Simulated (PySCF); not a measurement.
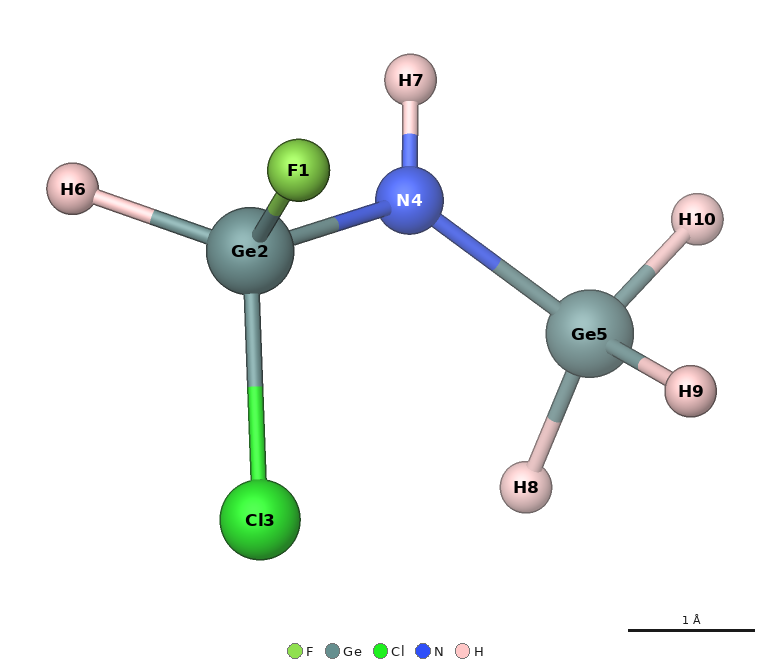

Orthographic view. Distant atoms are faded towards the background colour. Computed geometry: PBE0-D3(BJ)/def2-SVP optimisation. No frequency run is at hand to confirm it as a minimum.

Write the connection table.

F1: Ge2
Ge2: F1, Cl3, N4, H6
Cl3: Ge2
N4: Ge2, Ge5, H7
Ge5: N4, H8, H9, H10
H6: Ge2
H7: N4
H8: Ge5
H9: Ge5
H10: Ge5
